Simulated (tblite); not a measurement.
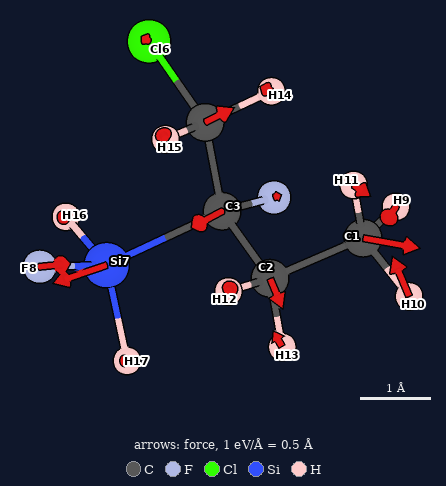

Starting geometry of C4H9ClF2Si with the computed forces as red arrows. Style: ball-and-stick. Shown from a free direction.

These are results of tblite, GFN2-xTB geometry optimisation, gas phase, not measurements. 

Question: What follows when this structure is relaxed?

Answer: It isn't relaxed: the largest force vector, on the Si atom, is 1.81 eV/Å. The final displacements follow the starting forces only in part (cosine between the two patterns 0.30). Over 67 geometry steps the energy falls by 55.0 kJ/mol. The Cl atom moves most after the best rigid fit: 0.49 Å. Largest moves by element: Cl 0.49 Å, H 0.44 Å, F 0.18 Å, C 0.14 Å, Si 0.14 Å. Near-neighbour distances that change, for instance: Cl–Si 3.275 → 3.143 Å, C–Si 1.873 → 1.934 Å, F–Si 1.663 → 1.612 Å, C–H 1.129 → 1.087 Å. Among the angles between lasting bonds that change: H–Si–H 108.0° → 115.7°, Cl–C–H 113.8° → 106.8°, C–C–C 108.0° → 114.1°.
